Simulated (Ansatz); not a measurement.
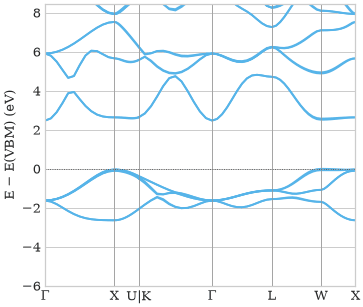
*Band structure from DFT-r²SCAN with spin–orbit coupling in the program Ansatz with PAW potentials*

Question: Read off the gap and where the band edges lie.

Answer: About 2.5 eV (2.47 eV by a search for the band edges); maximum at W, minimum at Γ.

The material is YN (zinc blende, F-43m).

The start of the workflow was typed in or built on a structure type; the Crystallography Open Database copy checked does not list it. COD files the formula under space group No. 225, so this cell is another polymorph or a model. Its standing as an ambient phase is unchecked. The cell was relaxed with r²SCAN under the symmetry of its start; its stability against distortions is not shown here. No spin polarisation was allowed.

Potentials: the later of the program's two PAW sets.
